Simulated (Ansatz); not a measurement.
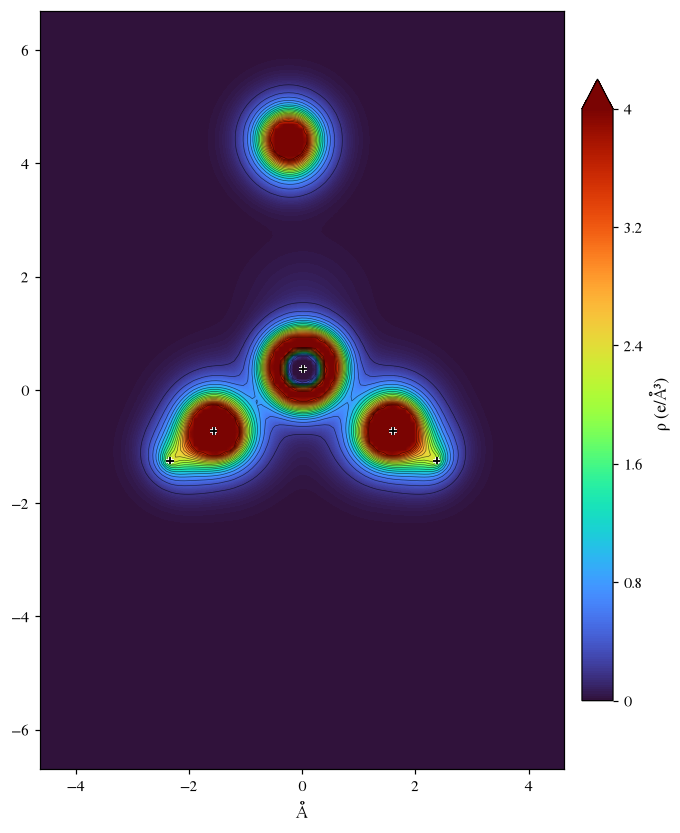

The electron density on a plane through atoms (crosses mark nuclei in the plane).

Method: RHF/def2-SVP (Ansatz).

Candidates:
A. Cl4FH2STa
B. BrH3HfO3···HF

Which system is this?

Candidate B: BrH3HfO3···HF on the plane of atoms O3, Hf1 and O5, which holds Hf, O and H. Hf–O (1.92 Å): ρ at the midpoint is about 0.81 e/Å³.
